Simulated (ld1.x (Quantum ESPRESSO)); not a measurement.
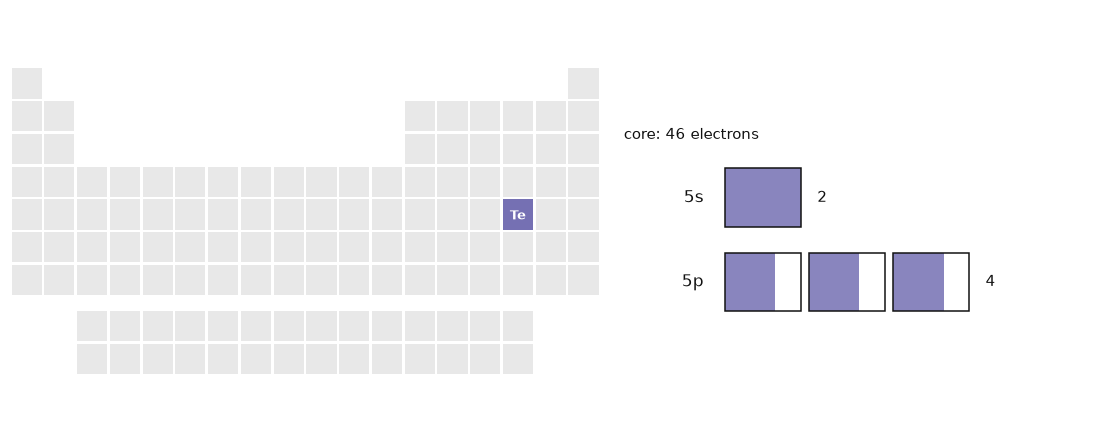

Left, the place of tellurium in the periodic table; right, the valence shells of the reference configuration: a box for each of the 2l + 1 orbitals, shaded by the share of the shell that is filled, with the electron count at the right.

**Pseudopotential generation: Te (part 1 of 2)**

Tellurium (Te, Z = 52), core [Kr] 4d10, reference valence 5s2 5p4, valence charge 6. Computed at this level: TM potential, PBE, fully relativistic, made with ld1.x (Quantum ESPRESSO) 7.5.

**The input**
```
 &input
   title='Te', zed=52., rel=2, dft='PBE', iswitch=3,
   config='[Kr] 4d10 5s2 5p4', rel_dist='average',
   nld=3, rlderiv=2.95, eminld=-3.0, emaxld=5.0, deld=0.02
 /
 &inputp
   pseudotype=2, tm=.true., lloc=0,
   nlcc=.true., new_core_ps=.true., rcore=0.65,
   file_pseudopw='Te.UPF', file_wfcaegen='ae.wfc', file_wfcncgen='nc.wfc', file_beta='beta', file_chi='chi'
 /
2
5P  2  1   4.00   0.00  2.70  2.70  0.0
5S  1  0   2.00   0.00  1.35  1.35  0.0
 &test
   configts(1)='5s2 5p4'
 /
```

**Input of the test run**
```
 &input
   title='Te', zed=52., rel=2, dft='PBE', iswitch=2,
   config='[Kr] 4d10 5s2 5p4', rel_dist='average'
 /
 &test
   file_pseudo='Te.UPF', nconf=8,
   configts(1)='5s2 5p4',
   configts(2)='5s2 5p3',
   configts(3)='5s2 5p2',
   configts(4)='5s2 5p1',
   configts(5)='5s2 5p0',
   configts(6)='5s0 5p6',
   configts(7)='5s1 5p4',
   configts(8)='5s1 5p5'
 /
```

Command:
```bash
ld1.x < Te.in > Te.out
```

**Output**
```
     Program LD1 v.7.5
     --------------------------- All-electron run ----------------------------

     Te
     dirac relativistic calculation

     atomic number is 52.00
     dft =PBE   lsd =0 sic =0 latt =0  beta=0.20 tr2=1.0E-14
     Exchange-correlation= PBE
                           (   1   4   3   4   0   0   0)
     mesh =1245 r(mesh) =  99.36066 a.u. xmin = -7.00 dx = 0.01250
     1 Ry =  13.60569312 eV, c = 137.03599908

     n l j   nl                  e(Ry)          e(Ha)          e(eV)
     Spin orbit split results
     1 0 0.5 1S 1( 2.00)     -2323.0618     -1161.5309    -31606.8664
     2 0 0.5 2S 1( 2.00)      -356.1227      -178.0613     -4845.2962
     2 1 0.5 2P 1( 2.00)      -333.6469      -166.8234     -4539.4967
     2 1 1.5 2P 1( 4.00)      -313.4722      -156.7361     -4265.0063
     3 0 0.5 3S 1( 2.00)       -70.8722       -35.4361      -964.2652
     3 1 0.5 3P 1( 2.00)       -61.6341       -30.8171      -838.5752
     3 1 1.5 3P 1( 4.00)       -57.8740       -28.9370      -787.4155
     4 0 0.5 4S 1( 2.00)       -12.0709        -6.0355      -164.2330
     4 1 0.5 4P 1( 2.00)        -8.8968        -4.4484      -121.0473
     4 1 1.5 4P 1( 4.00)        -8.1831        -4.0916      -111.3370
     3 2 1.5 3D 1( 4.00)       -41.5855       -20.7928      -565.7998
     3 2 2.5 3D 1( 6.00)       -40.7993       -20.3996      -555.1027
     4 2 1.5 4D 1( 4.00)        -3.1226        -1.5613       -42.4857
     4 2 2.5 4D 1( 6.00)        -3.0148        -1.5074       -41.0190
     5 0 0.5 5S 1( 2.00)        -1.1092        -0.5546       -15.0918
     5 1 0.5 5P 1( 1.33)        -0.4777        -0.2389        -6.4996
     5 1 1.5 5P 1( 2.67)        -0.4195        -0.2097        -5.7074
     Averaged results
     1 0     1S 1( 2.00)     -2323.0618     -1161.5309    -31606.8664
     2 0     2S 1( 2.00)      -356.1227      -178.0613     -4845.2962
     2 1     2P 1( 6.00)      -320.1971      -160.0985     -4356.5031
     3 0     3S 1( 2.00)       -70.8722       -35.4361      -964.2652
     3 1     3P 1( 6.00)       -59.1274       -29.5637      -804.4688
     4 0     4S 1( 2.00)       -12.0709        -6.0355      -164.2330
     4 1     4P 1( 6.00)        -8.4210        -4.2105      -114.5737
     3 2     3D 1(10.00)       -41.1138       -20.5569      -559.3815
     4 2     4D 1(10.00)        -3.0580        -1.5290       -41.6057
     5 0     5S 1( 2.00)        -1.1092        -0.5546       -15.0918
     5 1     5P 1( 4.00)        -0.4389        -0.2194        -5.9715

     final scf error:  5.0E-15 reached in  25 iterations

     Etot =  -13593.613437 Ry,   -6796.806718 Ha, -184950.532854 eV

     Ekin =   14376.615553 Ry,    7188.307777 Ha,  195603.819362 eV
     Encl =  -33022.777644 Ry,  -16511.388822 Ha, -449297.778691 eV
     Eh   =    5404.670134 Ry,    2702.335067 Ha,   73534.283281 eV
     Exc  =    -352.121480 Ry,    -176.060740 Ha,   -4790.856806 eV

     normalization and overlap integrals

     s(1S/1S) =  1.000000  <r> =   0.0278  <r2> =    0.0010  r(max) =   0.0178
     s(2S/2S) =  1.000000  <r> =   0.1194  <r2> =    0.0169  r(max) =   0.1014
     s(2P/2P) =  1.000000  <r> =   0.1008  <r2> =    0.0125  r(max) =   0.0780
     s(2P/2P) =  1.000000  <r> =   0.1064  <r2> =    0.0138  r(max) =   0.0830
     s(3S/3S) =  1.000000  <r> =   0.3218  <r2> =    0.1185  r(max) =   0.2934
     s(3P/3P) =  1.000000  <r> =   0.3122  <r2> =    0.1133  r(max) =   0.2791
     s(3P/3P) =  1.000000  <r> =   0.3236  <r2> =    0.1215  r(max) =   0.2897
     s(4S/4S) =  1.000000  <r> =   0.7647  <r2> =    0.6611  r(max) =   0.7038
     s(4P/4P) =  1.000000  <r> =   0.8016  <r2> =    0.7331  r(max) =   0.7216
     s(4P/4P) =  1.000000  <r> =   0.8303  <r2> =    0.7863  r(max) =   0.7492
     s(3D/3D) =  1.000000  <r> =   0.2947  <r2> =    0.1030  r(max) =   0.2372
     s(3D/3D) =  1.000000  <r> =   0.2983  <r2> =    0.1054  r(max) =   0.2402
     s(4D/4D) =  1.000000  <r> =   0.9649  <r2> =    1.0949  r(max) =   0.8076
     s(4D/4D) =  1.000000  <r> =   0.9771  <r2> =    1.1233  r(max) =   0.8177
     s(5S/5S) =  1.000000  <r> =   2.0865  <r2> =    4.9474  r(max) =   1.7972
     s(5P/5P) =  1.000000  <r> =   2.5836  <r2> =    7.7419  r(max) =   2.1144
     s(5P/5P) =  1.000000  <r> =   2.7154  <r2> =    8.5667  r(max) =   2.1952

     ------------------------ End of All-electron run ------------------------

     --------------------- Generating NC pseudopotential ---------------------

      Generating local pot.: lloc=0, matching radius rcloc =   1.3500

      Computing core charge for nlcc:

       r > 0.65 : true rho core
      Core charge pseudized with two Bessel functions
      Integrated core pseudo-charge :  21.19

     Fully relativistic calculation: |psi|^2

     Wfc 5P LC norm =  0.99993584 SC norm =  0.00006389 missing  0.00000027

     Wfc 5P LC norm =  0.99994200 SC norm =  0.00005503 missing  0.00000297

      Wfc   5P  rcut= 2.715  Using Troullier-Martins method

      Wfc   5P  rcut= 2.715  Using Troullier-Martins method

     ------------------- End of pseudopotential generation -------------------

     --------------------------- All-electron run ----------------------------

     Te
     dirac relativistic calculation

     atomic number is 52.00
     dft =PBE   lsd =0 sic =0 latt =0  beta=0.20 tr2=1.0E-14
     Exchange-correlation= PBE
                           (   1   4   3   4   0   0   0)
     mesh =1245 r(mesh) =  99.36066 a.u. xmin = -7.00 dx = 0.01250
     1 Ry =  13.60569312 eV, c = 137.03599908

     n l j   nl                  e(Ry)          e(Ha)          e(eV)
     Spin orbit split results
     1 0 0.5 1S 1( 2.00)     -2323.0618     -1161.5309    -31606.8664
     2 0 0.5 2S 1( 2.00)      -356.1227      -178.0613     -4845.2962
     2 1 0.5 2P 1( 2.00)      -333.6469      -166.8234     -4539.4967
     2 1 1.5 2P 1( 4.00)      -313.4722      -156.7361     -4265.0063
     3 0 0.5 3S 1( 2.00)       -70.8722       -35.4361      -964.2652
     3 1 0.5 3P 1( 2.00)       -61.6341       -30.8171      -838.5752
     3 1 1.5 3P 1( 4.00)       -57.8740       -28.9370      -787.4155
     4 0 0.5 4S 1( 2.00)       -12.0709        -6.0355      -164.2330
     4 1 0.5 4P 1( 2.00)        -8.8968        -4.4484      -121.0473
     4 1 1.5 4P 1( 4.00)        -8.1831        -4.0916      -111.3370
     3 2 1.5 3D 1( 4.00)       -41.5855       -20.7928      -565.7998
     3 2 2.5 3D 1( 6.00)       -40.7993       -20.3996      -555.1027
     4 2 1.5 4D 1( 4.00)        -3.1226        -1.5613       -42.4857
     4 2 2.5 4D 1( 6.00)        -3.0148        -1.5074       -41.0190
     5 0 0.5 5S 1( 2.00)        -1.1092        -0.5546       -15.0918
     5 1 0.5 5P 1( 1.33)        -0.4777        -0.2389        -6.4996
     5 1 1.5 5P 1( 2.67)        -0.4195        -0.2097        -5.7074
     Averaged results
     1 0     1S 1( 2.00)     -2323.0618     -1161.5309    -31606.8664
     2 0     2S 1( 2.00)      -356.1227      -178.0613     -4845.2962
     2 1     2P 1( 6.00)      -320.1971      -160.0985     -4356.5031
     3 0     3S 1( 2.00)       -70.8722       -35.4361      -964.2652
     3 1     3P 1( 6.00)       -59.1274       -29.5637      -804.4688
     4 0     4S 1( 2.00)       -12.0709        -6.0355      -164.2330
     4 1     4P 1( 6.00)        -8.4210        -4.2105      -114.5737
     3 2     3D 1(10.00)       -41.1138       -20.5569      -559.3815
     4 2     4D 1(10.00)        -3.0580        -1.5290       -41.6057
     5 0     5S 1( 2.00)        -1.1092        -0.5546       -15.0918
     5 1     5P 1( 4.00)        -0.4389        -0.2194        -5.9715

     final scf error:  5.0E-15 reached in  25 iterations

     Etot =  -13593.613437 Ry,   -6796.806718 Ha, -184950.532854 eV

     Ekin =   14376.615553 Ry,    7188.307777 Ha,  195603.819362 eV
     Encl =  -33022.777644 Ry,  -16511.388822 Ha, -449297.778691 eV
     Eh   =    5404.670134 Ry,    2702.335067 Ha,   73534.283281 eV
     Exc  =    -352.121480 Ry,    -176.060740 Ha,   -4790.856806 eV

     normalization and overlap integrals

     s(1S/1S) =  1.000000  <r> =   0.0278  <r2> =    0.0010  r(max) =   0.0178
     s(2S/2S) =  1.000000  <r> =   0.1194  <r2> =    0.0169  r(max) =   0.1014
     s(2P/2P) =  1.000000  <r> =   0.1008  <r2> =    0.0125  r(max) =   0.0780
     s(2P/2P) =  1.000000  <r> =   0.1064  <r2> =    0.0138  r(max) =   0.0830
     s(3S/3S) =  1.000000  <r> =   0.3218  <r2> =    0.1185  r(max) =   0.2934
     s(3P/3P) =  1.000000  <r> =   0.3122  <r2> =    0.1133  r(max) =   0.2791
     s(3P/3P) =  1.000000  <r> =   0.3236  <r2> =    0.1215  r(max) =   0.2897
     s(4S/4S) =  1.000000  <r> =   0.7647  <r2> =    0.6611  r(max) =   0.7038
     s(4P/4P) =  1.000000  <r> =   0.8016  <r2> =    0.7331  r(max) =   0.7216
     s(4P/4P) =  1.000000  <r> =   0.8303  <r2> =    0.7863  r(max) =   0.7492
     s(3D/3D) =  1.000000  <r> =   0.2947  <r2> =    0.1030  r(max) =   0.2372
     s(3D/3D) =  1.000000  <r> =   0.2983  <r2> =    0.1054  r(max) =   0.2402
     s(4D/4D) =  1.000000  <r> =   0.9649  <r2> =    1.0949  r(max) =   0.8076
     s(4D/4D) =  1.000000  <r> =   0.9771  <r2> =    1.1233  r(max) =   0.8177
     s(5S/5S) =  1.000000  <r> =   2.0865  <r2> =    4.9474  r(max) =   1.7972
     s(5P/5P) =  1.000000  <r> =   2.5836  <r2> =    7.7419  r(max) =   2.1144
     s(5P/5P) =  1.000000  <r> =   2.7154  <r2> =    8.5667  r(max) =   2.1952

     ------------------------ End of All-electron run ------------------------

     Computing logarithmic derivative in   2.94476
     Computing logarithmic derivative in   2.94476
     Computing the partial wave expansion
       no projector for channel:   0
     R is outside the sphere for l=    1 j= 0.50
     R is outside the sphere for l=    1 j= 1.50

     ---------------------- Testing the pseudopotential ----------------------

     Te
     dirac relativistic calculation

     atomic number is 52.00   valence charge is  6.00
     dft =PBE   lsd =0 sic =0 latt =0  beta=0.20 tr2=1.0E-14
     mesh =1245 r(mesh) =  99.36066 xmin = -7.00 dx = 0.01250

     n l  j  nl             e AE (Ry)       e PS (Ry)    De AE-PS (Ry)
     1 0 0.5 5S   1( 2.00)       -1.10923       -1.10921       -0.00002
     2 1 0.5 5P   1( 1.33)       -0.47771       -0.47771        0.00000
     2 1 1.5 5P   1( 2.67)       -0.41949       -0.41949        0.00000

     eps = 7.3E-15  iter = 15

     Etot =  -13593.613437 Ry,   -6796.806718 Ha, -184950.532854 eV
     Etotps =   -63.558949 Ry,     -31.779475 Ha,    -864.763560 eV

     Ekin =       5.142449 Ry,       2.571224 Ha,      69.966577 eV
     Encl =     -30.029709 Ry,     -15.014855 Ha,    -408.575010 eV
     Ehrt =      13.154266 Ry,       6.577133 Ha,     178.972911 eV
     Ecxc =     -51.695904 Ry,     -25.847952 Ha,    -703.358610 eV
     (Ecc =     -47.161676 Ry,     -23.580838 Ha,    -641.667288 eV)
     Epseu=      -0.130051 Ry,      -0.065025 Ha,      -1.769428 eV

     ---------------------- End of pseudopotential test ----------------------
```

**Output of the test run (extracts)**
```
     ---------------------- Testing the pseudopotential ----------------------

     Te
     dirac relativistic calculation

     atomic number is 52.00   valence charge is  6.00
     dft =PBE   lsd =0 sic =0 latt =0  beta=0.20 tr2=1.0E-14
     mesh =1245 r(mesh) =  99.36066 xmin = -7.00 dx = 0.01250

     n l  j  nl             e AE (Ry)       e PS (Ry)    De AE-PS (Ry)
     1 0 0.5 5S   1( 2.00)       -1.10923       -1.10921       -0.00002
     2 1 0.5 5P   1( 1.33)       -0.47771       -0.47771        0.00000
     2 1 1.5 5P   1( 2.67)       -0.41949       -0.41949        0.00000

     eps = 7.4E-15  iter = 15

     Etot =  -13593.613437 Ry,   -6796.806718 Ha, -184950.532854 eV
     Etotps =   -63.558949 Ry,     -31.779475 Ha,    -864.763560 eV

     Ekin =       5.142449 Ry,       2.571224 Ha,      69.966577 eV
     Encl =     -30.029709 Ry,     -15.014855 Ha,    -408.575010 eV
     Ehrt =      13.154266 Ry,       6.577133 Ha,     178.972911 eV
     Ecxc =     -51.695904 Ry,     -25.847952 Ha,    -703.358610 eV
     (Ecc =     -47.161676 Ry,     -23.580838 Ha,    -641.667288 eV)
     Epseu=      -0.130051 Ry,      -0.065025 Ha,      -1.769428 eV

     ---------------------- End of pseudopotential test ----------------------

     ---------------------- Testing the pseudopotential ----------------------

     Te
     dirac relativistic calculation

     atomic number is 52.00   valence charge is  6.00
     dft =PBE   lsd =0 sic =0 latt =0  beta=0.20 tr2=1.0E-14
     mesh =1245 r(mesh) =  99.36066 xmin = -7.00 dx = 0.01250

     n l  j  nl             e AE (Ry)       e PS (Ry)    De AE-PS (Ry)
     1 0 0.5 5S   1( 2.00)       -1.72172       -1.72218        0.00046
     2 1 0.5 5P   1( 1.00)       -1.05245       -1.05308        0.00063
     2 1 1.5 5P   1( 2.00)       -0.98428       -0.98484        0.00056

     eps = 6.0E-15  iter = 12

     Etot =  -13592.896870 Ry,   -6796.448435 Ha, -184940.783466 eV
     Etotps =   -62.842177 Ry,     -31.421088 Ha,    -855.011369 eV
     dEtot_ae =       0.716567 Ry
     dEtot_ps =       0.716773 Ry,   Delta E=      -0.000206 Ry

     Ekin =       4.817594 Ry,       2.408797 Ha,      65.546705 eV
     Encl =     -26.166017 Ry,     -13.083008 Ha,    -356.006791 eV
     Ehrt =       9.792048 Ry,       4.896024 Ha,     133.227595 eV
     Ecxc =     -51.178340 Ry,     -25.589170 Ha,    -696.316783 eV
     (Ecc =     -47.161676 Ry,     -23.580838 Ha,    -641.667288 eV)
     Epseu=      -0.107462 Ry,      -0.053731 Ha,      -1.462095 eV

     ---------------------- End of pseudopotential test ----------------------

     ---------------------- Testing the pseudopotential ----------------------

     Te
     dirac relativistic calculation

     atomic number is 52.00   valence charge is  6.00
     dft =PBE   lsd =0 sic =0 latt =0  beta=0.20 tr2=1.0E-14
     mesh =1245 r(mesh) =  99.36066 xmin = -7.00 dx = 0.01250

     n l  j  nl             e AE (Ry)       e PS (Ry)    De AE-PS (Ry)
     1 0 0.5 5S   1( 2.00)       -2.40320       -2.40565        0.00245
     2 1 0.5 5P   1( 0.67)       -1.69330       -1.69594        0.00264
     2 1 1.5 5P   1( 1.33)       -1.61459       -1.61709        0.00250

     eps = 6.4E-15  iter = 12

     Etot =  -13591.577656 Ry,   -6795.788828 Ha, -184922.834651 eV
     Etotps =   -61.521551 Ry,     -30.760775 Ha,    -837.043341 eV
     dEtot_ae =       2.035780 Ry
     dEtot_ps =       2.037399 Ry,   Delta E=      -0.001618 Ry

     Ekin =       4.294112 Ry,       2.147056 Ha,      58.424367 eV
     Encl =     -21.832239 Ry,     -10.916120 Ha,    -297.042750 eV
     Ehrt =       6.677799 Ry,       3.338900 Ha,      90.856085 eV
     Ecxc =     -50.584741 Ry,     -25.292370 Ha,    -688.240462 eV
     (Ecc =     -47.161676 Ry,     -23.580838 Ha,    -641.667288 eV)
     Epseu=      -0.076481 Ry,      -0.038241 Ha,      -1.040582 eV

     ---------------------- End of pseudopotential test ----------------------

     ---------------------- Testing the pseudopotential ----------------------

     Te
     dirac relativistic calculation

     atomic number is 52.00   valence charge is  6.00
     dft =PBE   lsd =0 sic =0 latt =0  beta=0.20 tr2=1.0E-14
     mesh =1245 r(mesh) =  99.36066 xmin = -7.00 dx = 0.01250

     n l  j  nl             e AE (Ry)       e PS (Ry)    De AE-PS (Ry)
     1 0 0.5 5S   1( 2.00)       -3.13662       -3.14351        0.00689  !
     2 1 0.5 5P   1( 0.33)       -2.38471       -2.39146        0.00675  !
     2 1 1.5 5P   1( 0.67)       -2.29488       -2.30162        0.00674  !

     eps = 5.2E-15  iter = 15

     Etot =  -13589.598543 Ry,   -6794.799272 Ha, -184895.907444 eV
     Etotps =   -59.538011 Ry,     -29.769005 Ha,    -810.055906 eV
     dEtot_ae =       4.014894 Ry
     dEtot_ps =       4.020938 Ry,   Delta E=      -0.006045 Ry

     Ekin =       3.580852 Ry,       1.790426 Ha,      48.719972 eV
     Encl =     -17.150976 Ry,      -8.575488 Ha,    -233.350917 eV
     Ehrt =       4.015712 Ry,       2.007856 Ha,      54.636544 eV
     Ecxc =     -49.944079 Ry,     -24.972040 Ha,    -679.523816 eV
     (Ecc =     -47.161676 Ry,     -23.580838 Ha,    -641.667288 eV)
     Epseu=      -0.039519 Ry,      -0.019760 Ha,      -0.537689 eV

     ---------------------- End of pseudopotential test ----------------------

     ---------------------- Testing the pseudopotential ----------------------

     Te
     dirac relativistic calculation

     atomic number is 52.00   valence charge is  6.00
     dft =PBE   lsd =0 sic =0 latt =0  beta=0.20 tr2=1.0E-14
     mesh =1245 r(mesh) =  99.36066 xmin = -7.00 dx = 0.01250

     n l  j  nl             e AE (Ry)       e PS (Ry)    De AE-PS (Ry)
     1 0 0.5 5S   1( 2.00)       -3.91181       -3.92630        0.01449  !
     2 1 0.5 5P   1( 0.00)       -3.11737       -3.13075        0.01339  !
     2 1 1.5 5P   1( 0.00)       -3.01592       -3.02989        0.01397  !

     eps = 2.2E-15  iter = 15

     Etot =  -13586.914432 Ry,   -6793.457216 Ha, -184859.388252 eV
     Etotps =   -56.843877 Ry,     -28.421939 Ha,    -773.400350 eV
     dEtot_ae =       6.699005 Ry
     dEtot_ps =       6.715072 Ry,   Delta E=      -0.016067 Ry

     Ekin =       2.685516 Ry,       1.342758 Ha,      36.538308 eV
     Encl =     -12.202148 Ry,      -6.101074 Ha,    -166.018680 eV
     Ehrt =       1.952414 Ry,       0.976207 Ha,      26.563942 eV
     Ecxc =     -49.279659 Ry,     -24.639830 Ha,    -670.483919 eV
     (Ecc =     -47.161676 Ry,     -23.580838 Ha,    -641.667288 eV)

     ---------------------- End of pseudopotential test ----------------------

     ---------------------- Testing the pseudopotential ----------------------

     Te
     dirac relativistic calculation

     atomic number is 52.00   valence charge is  6.00
     dft =PBE   lsd =0 sic =0 latt =0  beta=0.20 tr2=1.0E-14
     mesh =1245 r(mesh) =  99.36066 xmin = -7.00 dx = 0.01250

     n l  j  nl             e AE (Ry)       e PS (Ry)    De AE-PS (Ry)
     1 0 0.5 5S   1( 0.00)       -1.21570       -1.22459        0.00889  !
     2 1 0.5 5P   1( 2.00)       -0.56001       -0.56138        0.00137
     2 1 1.5 5P   1( 4.00)       -0.49617       -0.49672        0.00055

     eps = 1.4E-16  iter = 12

     Etot =  -13592.244187 Ry,   -6796.122093 Ha, -184931.903261 eV
     Etotps =   -62.183429 Ry,     -31.091714 Ha,    -846.048652 eV
     dEtot_ae =       1.369250 Ry
     dEtot_ps =       1.375520 Ry,   Delta E=      -0.006271 Ry

     Ekin =       5.234252 Ry,       2.617126 Ha,      71.215625 eV
     Encl =     -28.547143 Ry,     -14.273572 Ha,    -388.403667 eV
     Ehrt =      12.652646 Ry,       6.326323 Ha,     172.148018 eV
     Ecxc =     -51.329530 Ry,     -25.664765 Ha,    -698.373836 eV
     (Ecc =     -47.161676 Ry,     -23.580838 Ha,    -641.667288 eV)
     Epseu=      -0.193654 Ry,      -0.096827 Ha,      -2.634792 eV

     ---------------------- End of pseudopotential test ----------------------
```

(Continued in part 2.) Outcome of the run: generated, with a ghost state.
